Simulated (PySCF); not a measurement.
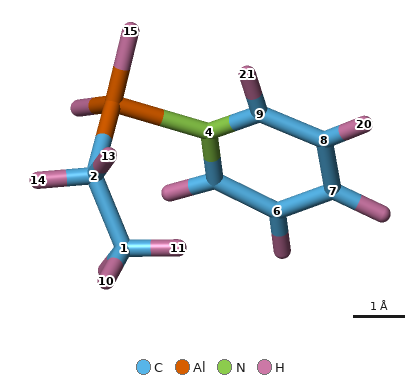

*The structure as given in the input (stick view, seen at a tilt; atoms are numbered from 1 in the order of the input). Sticks mark near contacts.*

## Geometry relaxation, with input and output: C7H12AlN

C7H12AlN, computed with PBE0-D3(BJ)/def2-SVP geometry optimisation, gas phase (PySCF 2.14.0).

It belongs to a series of runs on one base structure; here: H on Al replaced by C2H5.

## What the program printed
```
step   0  E = -570.34530243  max force = 0.039236
step   1  E = -570.35404357  max force = 0.005680
step   2  E = -570.35454439  max force = 0.004100
step   3  E = -570.35444575  max force = 0.007065
step   4  E = -570.35474835  max force = 0.001692
step   5  E = -570.35479491  max force = 0.002063
step   6  E = -570.35484998  max force = 0.001049
step   7  E = -570.35489704  max force = 0.001816
step   8  E = -570.35499148  max force = 0.001396
step   9  E = -570.35510338  max force = 0.000818
step  10  E = -570.35519574  max force = 0.000899
step  11  E = -570.35524487  max force = 0.000818
step  12  E = -570.35527539  max force = 0.000592
step  13  E = -570.35529303  max force = 0.000607
step  14  E = -570.35531022  max force = 0.000315
step  15  E = -570.35531183  max force = 0.000132
optimisation converged
```

## Trajectory as extended XYZ (Å, eV, eV/Å), 10 of the 16 frames kept, from step=0 to step=15
```
21
Properties=species:S:1:pos:R:3:forces:R:3 step=0 energy=-15519.88619
C    -2.1703   -0.1437    0.9760   -1.3245   2.0176  -0.3946
C    -2.1823    1.0742    0.0044   -0.1784  -0.1145   0.1821
Al   -0.9205    1.1245   -1.5776   -0.1632   0.1772   1.0113
N     0.6663    0.1711   -0.7452   -1.1738  -0.3195  -0.3588
C     0.6572   -1.1619   -0.7662    0.8697   0.5396   0.5213
C     1.5612   -1.8771   -0.0071    0.2877  -0.0350   0.2229
C     2.4808   -1.1942    0.7891   -0.5304   0.5296  -0.4668
C     2.4433    0.2010    0.8011   -0.5301  -0.8357  -0.0828
C     1.4840    0.8404    0.0416    0.5346   0.1029  -0.2276
H    -2.9577   -0.0054    1.7531    0.3028  -0.2262  -0.1861
H    -1.2362   -0.2339    1.4811    1.1855  -0.2496   0.5927
H    -2.3906   -1.0426    0.4421   -0.1527  -1.1372  -0.4672
H    -2.0514    2.0041    0.5958    0.1806  -0.0906  -0.0445
H    -3.2172    1.1938   -0.3818    0.1164  -0.1142  -0.0715
H    -0.2040    2.4874   -1.8741    0.1477   0.6170  -0.1052
H    -1.1622    0.1934   -2.7824   -0.2874  -0.6323  -0.7240
H    -0.0754   -1.6046   -1.4020   -0.6404  -0.5696  -0.6016
H     1.5544   -2.9541   -0.0314   -0.0282  -0.5383  -0.0255
H     3.1939   -1.7341    1.3868    0.4191  -0.2912   0.3266
H     3.0870    0.7715    1.4204    0.8352   0.6162   0.6704
H     1.3685    1.9124   -0.0282    0.1296   0.5537   0.2289
21
Properties=species:S:1:pos:R:3:forces:R:3 step=2 energy=-15520.13768
C    -2.2876   -0.0734    0.8025   -0.0106   0.0077   0.0022
C    -2.2564    1.1741   -0.0842   -0.0023  -0.0368   0.0953
Al   -0.8915    1.1546   -1.5389    0.0366  -0.0460  -0.1292
N     0.6509    0.1398   -0.6374   -0.1509   0.1712   0.0399
C     0.6823   -1.1961   -0.6733    0.2108   0.0879   0.1228
C     1.6129   -1.9110    0.0707   -0.0052  -0.1903  -0.0100
C     2.5242   -1.2233    0.8689   -0.0288   0.0264  -0.0378
C     2.4803    0.1692    0.8968   -0.0388  -0.0297  -0.0154
C     1.5219    0.8134    0.1253    0.0015  -0.0403  -0.0510
H    -3.0854   -0.0455    1.5664   -0.0007   0.0113  -0.0191
H    -1.3398   -0.2172    1.3524   -0.0263   0.0043  -0.0202
H    -2.4534   -0.9930    0.2133    0.0128   0.0143   0.0011
H    -2.1238    2.0742    0.5441    0.0283  -0.0063   0.0044
H    -3.2494    1.3050   -0.5543    0.0233   0.0104  -0.0382
H    -0.1207    2.5319   -1.8753   -0.0484   0.0037   0.0103
H    -1.1764    0.1244   -2.7532   -0.0031   0.0255   0.0350
H    -0.0539   -1.6810   -1.3209    0.0143   0.0196   0.0202
H     1.6168   -3.0007    0.0207    0.0126  -0.0204   0.0097
H     3.2635   -1.7673    1.4617   -0.0099  -0.0061  -0.0051
H     3.1727    0.7519    1.5067   -0.0037  -0.0070  -0.0134
H     1.4360    1.9033    0.0970   -0.0115   0.0004  -0.0015
21
Properties=species:S:1:pos:R:3:forces:R:3 step=3 energy=-15520.13499
C    -2.3167   -0.0724    0.8017   -0.1262   0.0733  -0.0362
C    -2.2575    1.1706   -0.0891   -0.0110   0.0117   0.0706
Al   -0.8908    1.1464   -1.5406    0.0231  -0.0497   0.0292
N     0.6492    0.1549   -0.6143    0.0194  -0.0386   0.0641
C     0.6983   -1.1819   -0.6469   -0.1225  -0.1231  -0.1493
C     1.6254   -1.9276    0.0717    0.0164   0.3633   0.0425
C     2.5363   -1.2282    0.8599    0.0260  -0.0062  -0.0036
C     2.4863    0.1657    0.8913    0.0338   0.0182  -0.0080
C     1.5268    0.8297    0.1371    0.0479  -0.2425   0.0223
H    -3.1279   -0.0318    1.5525    0.0284   0.0017  -0.0495
H    -1.3844   -0.2298    1.3648    0.1119   0.0146   0.0550
H    -2.4810   -0.9884    0.2114   -0.0255  -0.0614  -0.0365
H    -2.1178    2.0732    0.5356   -0.0178  -0.0246  -0.0097
H    -3.2412    1.3076   -0.5790    0.0302   0.0367   0.0178
H    -0.1257    2.5152   -1.8914   -0.0149   0.0830  -0.0011
H    -1.1717    0.1109   -2.7350   -0.0154  -0.0699  -0.0752
H    -0.0400   -1.6579   -1.2933   -0.0879  -0.0562  -0.0563
H     1.6301   -3.0168    0.0090   -0.0174   0.0262  -0.0037
H     3.2873   -1.7657    1.4412    0.0413   0.0000   0.0447
H     3.1925    0.7402    1.4883    0.0589   0.0363   0.0711
H     1.4456    1.9196    0.1135    0.0014   0.0073   0.0117
21
Properties=species:S:1:pos:R:3:forces:R:3 step=5 energy=-15520.14449
C    -2.3384   -0.0657    0.7957   -0.0092  -0.0097  -0.0116
C    -2.2593    1.1774   -0.0899    0.0063  -0.0256  -0.0028
Al   -0.8887    1.1330   -1.5391    0.0110   0.0242   0.0087
N     0.6520    0.1406   -0.6096   -0.0969   0.0517  -0.0283
C     0.6994   -1.1961   -0.6525    0.0736   0.0636   0.0498
C     1.6412   -1.9166    0.0711    0.0021  -0.0780  -0.0071
C     2.5579   -1.2247    0.8585   -0.0313   0.0209  -0.0191
C     2.4996    0.1669    0.8937    0.0587   0.0467   0.0425
C     1.5289    0.8166    0.1430   -0.0149  -0.1061  -0.0348
H    -3.1510   -0.0158    1.5417   -0.0052  -0.0047   0.0049
H    -1.4054   -0.2319    1.3627   -0.0042   0.0026  -0.0004
H    -2.5133   -0.9811    0.2030    0.0025   0.0027   0.0021
H    -2.1111    2.0769    0.5354    0.0133  -0.0059   0.0053
H    -3.2379    1.3315   -0.5828   -0.0031   0.0276  -0.0041
H    -0.1420    2.5218   -1.8737   -0.0065   0.0036  -0.0206
H    -1.1681    0.0964   -2.7435    0.0084  -0.0108   0.0076
H    -0.0411   -1.6822   -1.2940    0.0063   0.0149   0.0095
H     1.6513   -3.0059    0.0120    0.0029  -0.0081   0.0031
H     3.3111   -1.7638    1.4380   -0.0054   0.0044  -0.0050
H     3.2002    0.7494    1.4941    0.0005  -0.0014   0.0039
H     1.4380    1.9065    0.1247   -0.0089  -0.0128  -0.0035
21
Properties=species:S:1:pos:R:3:forces:R:3 step=7 energy=-15520.14727
C    -2.3981   -0.0702    0.7683    0.0036  -0.0065  -0.0157
C    -2.2603    1.1871   -0.0890   -0.0115   0.0050  -0.0396
Al   -0.8837    1.1268   -1.5309   -0.0170  -0.0116   0.0147
N     0.6456    0.1306   -0.5878    0.0895  -0.0576   0.0375
C     0.7123   -1.2055   -0.6209   -0.0657  -0.0300  -0.0339
C     1.6715   -1.9175    0.0887    0.0064  -0.0248  -0.0015
C     2.5973   -1.2156    0.8567   -0.0490   0.0395  -0.0245
C     2.5253    0.1757    0.8855    0.0100  -0.0045   0.0155
C     1.5333    0.8092    0.1479    0.0147   0.0934   0.0201
H    -3.2191   -0.0077    1.5043    0.0013   0.0027   0.0005
H    -1.4792   -0.2806    1.3436   -0.0050  -0.0013   0.0005
H    -2.5964   -0.9658    0.1535    0.0036   0.0041  -0.0010
H    -2.0843    2.0689    0.5539    0.0085  -0.0090   0.0224
H    -3.2253    1.3918   -0.5916   -0.0003   0.0179   0.0138
H    -0.1285    2.5094   -1.8769   -0.0088  -0.0131  -0.0055
H    -1.1674    0.0840   -2.7291    0.0143  -0.0100   0.0085
H    -0.0345   -1.7020   -1.2463    0.0036  -0.0123  -0.0019
H     1.6882   -3.0070    0.0340   -0.0055   0.0002  -0.0063
H     3.3651   -1.7453    1.4257   -0.0035   0.0027  -0.0059
H     3.2287    0.7690    1.4717   -0.0018   0.0086  -0.0052
H     1.4326    1.8979    0.1275    0.0126   0.0067   0.0074
21
Properties=species:S:1:pos:R:3:forces:R:3 step=8 energy=-15520.14984
C    -2.4322   -0.0774    0.7459    0.0101  -0.0180  -0.0109
C    -2.2594    1.1893   -0.0895   -0.0186   0.0383  -0.0488
Al   -0.8784    1.1185   -1.5250   -0.0141  -0.0210   0.0101
N     0.6484    0.1305   -0.5703    0.0718  -0.0367   0.0059
C     0.7135   -1.2058   -0.5996   -0.0491  -0.0244  -0.0217
C     1.6804   -1.9147    0.1024    0.0013   0.0097   0.0053
C     2.6124   -1.2065    0.8574   -0.0072   0.0043  -0.0049
C     2.5422    0.1848    0.8828   -0.0149  -0.0083  -0.0002
C     1.5424    0.8146    0.1526    0.0114   0.0658   0.0226
H    -3.2572   -0.0088    1.4770    0.0018   0.0036   0.0005
H    -1.5223   -0.3171    1.3244   -0.0082  -0.0024  -0.0017
H    -2.6450   -0.9583    0.1148    0.0026   0.0033   0.0012
H    -2.0658    2.0568    0.5681    0.0078  -0.0116   0.0237
H    -3.2157    1.4272   -0.5945   -0.0006   0.0105   0.0186
H    -0.1205    2.4955   -1.8861   -0.0122  -0.0070   0.0015
H    -1.1586    0.0635   -2.7138    0.0125  -0.0087   0.0089
H    -0.0394   -1.7045   -1.2160    0.0033  -0.0067  -0.0030
H     1.6983   -3.0044    0.0518   -0.0019   0.0026  -0.0016
H     3.3872   -1.7334    1.4193   -0.0014   0.0004  -0.0008
H     3.2519    0.7804    1.4590   -0.0021   0.0013  -0.0051
H     1.4410    1.9032    0.1280    0.0079   0.0050   0.0005
21
Properties=species:S:1:pos:R:3:forces:R:3 step=10 energy=-15520.15540
C    -2.5220   -0.1044    0.6631   -0.0032  -0.0184   0.0015
C    -2.2508    1.1974   -0.0881   -0.0181   0.0323  -0.0072
Al   -0.8658    1.0933   -1.5133    0.0038  -0.0114  -0.0174
N     0.6648    0.1309   -0.5372   -0.0152   0.0408  -0.0462
C     0.7204   -1.2061   -0.5399    0.0144   0.0060   0.0247
C     1.6980   -1.9018    0.1602   -0.0032   0.0216   0.0067
C     2.6448   -1.1774    0.8806    0.0266  -0.0266   0.0117
C     2.5819    0.2144    0.8777   -0.0127   0.0074  -0.0034
C     1.5720    0.8330    0.1523   -0.0023  -0.0445   0.0075
H    -3.3466   -0.0242    1.3934    0.0014   0.0027   0.0011
H    -1.6374   -0.4448    1.2303   -0.0025  -0.0017  -0.0037
H    -2.7896   -0.9251   -0.0253   -0.0023   0.0024   0.0017
H    -1.9954    2.0030    0.6256    0.0116  -0.0145   0.0053
H    -3.1830    1.5424   -0.5756    0.0016  -0.0020   0.0056
H    -0.1092    2.4599   -1.9097   -0.0040   0.0092   0.0029
H    -1.1367    0.0039   -2.6737    0.0009  -0.0011   0.0104
H    -0.0450   -1.7144   -1.1327    0.0030   0.0050  -0.0027
H     1.7133   -2.9923    0.1339    0.0028   0.0008   0.0035
H     3.4294   -1.6945    1.4379    0.0010   0.0005   0.0056
H     3.3058    0.8190    1.4262    0.0010  -0.0061   0.0008
H     1.4744    1.9212    0.1031   -0.0045  -0.0026  -0.0083
21
Properties=species:S:1:pos:R:3:forces:R:3 step=12 energy=-15520.15757
C    -2.6424   -0.1399    0.5401   -0.0098   0.0109   0.0036
C    -2.2265    1.1954   -0.0768   -0.0035  -0.0305   0.0166
Al   -0.8498    1.0638   -1.5070    0.0077   0.0073  -0.0079
N     0.6901    0.1297   -0.5156   -0.0045   0.0158  -0.0204
C     0.7395   -1.2068   -0.4648    0.0059   0.0047   0.0153
C     1.7209   -1.8799    0.2522   -0.0034   0.0016   0.0009
C     2.6810   -1.1348    0.9325    0.0053  -0.0027   0.0032
C     2.6253    0.2561    0.8730    0.0006  -0.0001   0.0018
C     1.6105    0.8514    0.1353   -0.0074  -0.0167   0.0004
H    -3.4539   -0.0445    1.2833    0.0029   0.0017   0.0023
H    -1.8021   -0.6320    1.0618    0.0036  -0.0027  -0.0030
H    -2.9962   -0.8501   -0.2270   -0.0018   0.0004   0.0011
H    -1.8802    1.8870    0.7143    0.0043   0.0035  -0.0060
H    -3.1133    1.6924   -0.5144    0.0028  -0.0001  -0.0088
H    -0.0982    2.4244   -1.9337    0.0003   0.0050   0.0037
H    -1.1233   -0.0548   -2.6377   -0.0030   0.0027  -0.0017
H    -0.0343   -1.7346   -1.0289    0.0010   0.0011  -0.0025
H     1.7290   -2.9707    0.2695    0.0001  -0.0004   0.0008
H     3.4686   -1.6339    1.5019   -0.0002   0.0000   0.0018
H     3.3596    0.8779    1.3875    0.0002  -0.0004   0.0018
H     1.5189    1.9372    0.0431   -0.0012  -0.0012  -0.0033
21
Properties=species:S:1:pos:R:3:forces:R:3 step=13 energy=-15520.15805
C    -2.6311   -0.1433    0.5441   -0.0053   0.0104   0.0022
C    -2.2219    1.1920   -0.0769    0.0023  -0.0312   0.0120
Al   -0.8496    1.0670   -1.5129    0.0039   0.0072  -0.0023
N     0.6915    0.1312   -0.5253   -0.0021   0.0074  -0.0092
C     0.7384   -1.2052   -0.4716    0.0012   0.0010   0.0083
C     1.7136   -1.8788    0.2533   -0.0016  -0.0020   0.0003
C     2.6706   -1.1347    0.9390   -0.0004   0.0020   0.0004
C     2.6178    0.2562    0.8761    0.0027  -0.0002   0.0022
C     1.6090    0.8519    0.1304   -0.0044  -0.0064   0.0001
H    -3.4372   -0.0481    1.2932    0.0023   0.0002   0.0017
H    -1.7863   -0.6338    1.0601    0.0025  -0.0019  -0.0017
H    -2.9893   -0.8549   -0.2195   -0.0030   0.0002  -0.0004
H    -1.8733    1.8853    0.7118    0.0018   0.0066  -0.0053
H    -3.1122    1.6858   -0.5108    0.0024   0.0028  -0.0076
H    -0.1003    2.4309   -1.9337   -0.0010   0.0025   0.0020
H    -1.1255   -0.0467   -2.6475   -0.0012   0.0014  -0.0029
H    -0.0327   -1.7328   -1.0395    0.0004   0.0004  -0.0010
H     1.7192   -2.9697    0.2728   -0.0002  -0.0003   0.0003
H     3.4530   -1.6342    1.5153   -0.0004  -0.0001   0.0006
H     3.3496    0.8776    1.3945   -0.0001   0.0005   0.0013
H     1.5197    1.9378    0.0358    0.0002  -0.0003  -0.0011
21
Properties=species:S:1:pos:R:3:forces:R:3 step=15 energy=-15520.15856
C    -2.6126   -0.1503    0.5487    0.0010   0.0023   0.0000
C    -2.2117    1.1831   -0.0805    0.0019  -0.0068  -0.0014
Al   -0.8467    1.0713   -1.5252   -0.0011   0.0015   0.0044
N     0.6944    0.1345   -0.5406    0.0023  -0.0055   0.0044
C     0.7361   -1.2020   -0.4809   -0.0031  -0.0009  -0.0018
C     1.6997   -1.8765    0.2586    0.0005  -0.0018   0.0000
C     2.6508   -1.1334    0.9535   -0.0023   0.0025  -0.0005
C     2.6040    0.2574    0.8843    0.0008  -0.0005   0.0007
C     1.6066    0.8538    0.1237    0.0019   0.0059  -0.0009
H    -3.4083   -0.0531    1.3084    0.0006  -0.0001   0.0008
H    -1.7610   -0.6400    1.0543   -0.0003  -0.0008  -0.0012
H    -2.9813   -0.8635   -0.2085   -0.0016   0.0009  -0.0002
H    -1.8593    1.8812    0.7023   -0.0023   0.0031  -0.0007
H    -3.1063    1.6731   -0.5103    0.0003   0.0009  -0.0014
H    -0.1049    2.4429   -1.9341   -0.0005  -0.0013  -0.0010
H    -1.1232   -0.0334   -2.6683    0.0026   0.0006  -0.0022
H    -0.0303   -1.7290   -1.0557    0.0000  -0.0006   0.0003
H     1.7005   -2.9672    0.2824   -0.0002  -0.0001   0.0001
H     3.4235   -1.6335    1.5421   -0.0004   0.0001  -0.0003
H     3.3312    0.8783    1.4098   -0.0005   0.0005  -0.0001
H     1.5219    1.9396    0.0244    0.0005   0.0003   0.0009
```

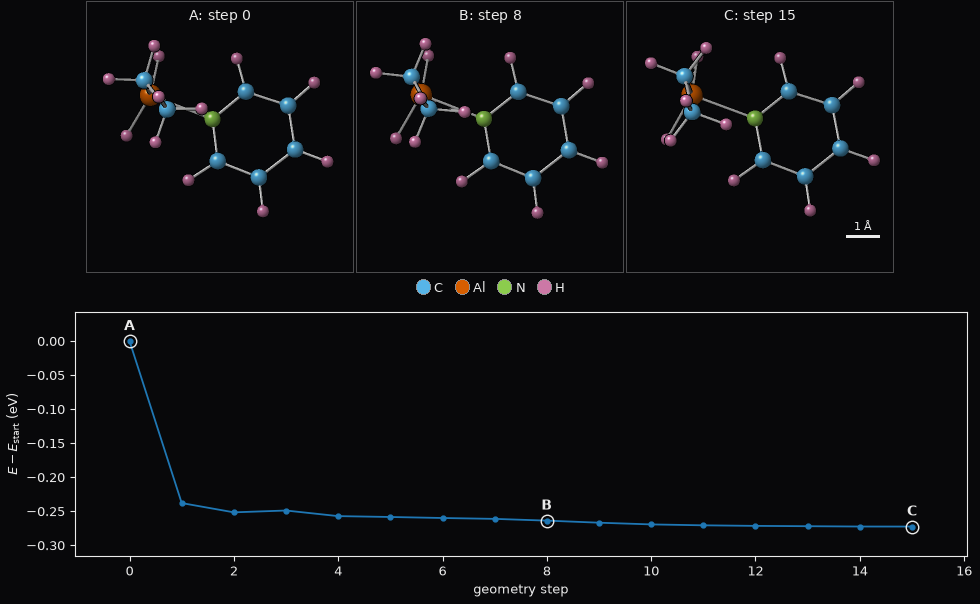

*Frames of the relaxation (ball-and-stick view, seen at a tilt) above the curves, on which the letters mark them (steps are counted from 0).*

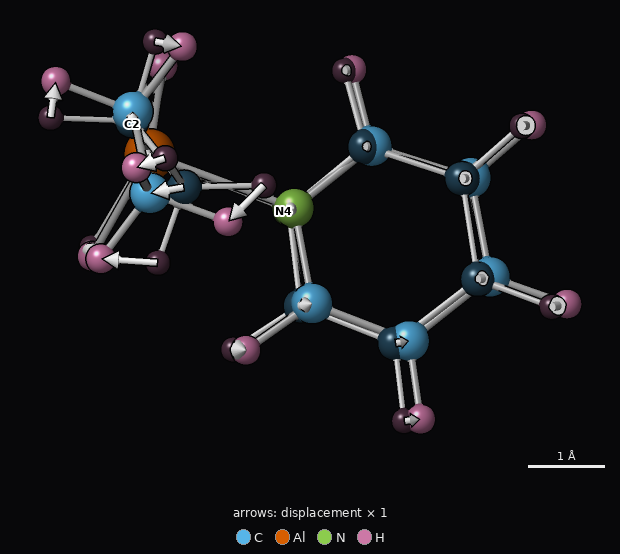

*Start (faint) and end (solid) with the displacements as white arrows, at true length (ball-and-stick view, seen at a tilt). The two geometries are laid on each other by the best rigid fit.*

The largest move after the best rigid fit is that of H12, 0.76 Å. By element the largest moves are H 0.76 Å, C 0.46 Å, N 0.16 Å, Al 0.14 Å. Among the contacts that change: Al3–H16 1.542 → 1.614 Å, Al3–H15 1.568 → 1.612 Å, C1–H11 1.066 → 1.105 Å, C2–Al3 2.024 → 1.991 Å. Among the angles that change: C1–C2–Al3 120.1° → 115.4°, C2–Al3–H16 119.9° → 115.8°, C2–C1–H10 109.4° → 113.3°. Over 15 geometry steps the energy falls by 0.272 eV. The largest force component goes from 2 to 0.0068 eV/Å. (Atoms are counted from 1 in the order of the input.)

This output came from the following input.

## The input
```
{"job": {"xc": "PBE0", "basis": "def2-SVP", "d3": "d3bj", "grid": 1, "shake": 0.01, "kind": "geom"}, "charge": 0, "multiplicity": 1}
C     -2.170310    -0.143680     0.975960
C     -2.182260     1.074190     0.004410
Al    -0.920500     1.124470    -1.577630
N      0.666260     0.171110    -0.745220
C      0.657160    -1.161910    -0.766190
C      1.561220    -1.877120    -0.007080
C      2.480750    -1.194150     0.789090
C      2.443260     0.200990     0.801090
C      1.484030     0.840380     0.041590
H     -2.957650    -0.005360     1.753100
H     -1.236240    -0.233860     1.481060
H     -2.390560    -1.042590     0.442150
H     -2.051360     2.004060     0.595800
H     -3.217160     1.193840    -0.381800
H     -0.203970     2.487350    -1.874090
H     -1.162220     0.193420    -2.782350
H     -0.075360    -1.604570    -1.401950
H      1.554380    -2.954090    -0.031360
H      3.193930    -1.734110     1.386760
H      3.086980     0.771550     1.420450
H      1.368460     1.912360    -0.028220
```

The first line tells a small driver script what to run in PySCF; the rest is the geometry in Å.

Launch command:
```bash
OMP_NUM_THREADS=1 python <driver script> task.json out
```

## Results in brief

- outcome: converged
- total energy: −570.355312 hartree
- dipole moment: 6.92 D
- point group: C1
- hardware: 1 CPU thread, shared host
- wall time: 5.2 min
- peak memory: 0.81 GiB
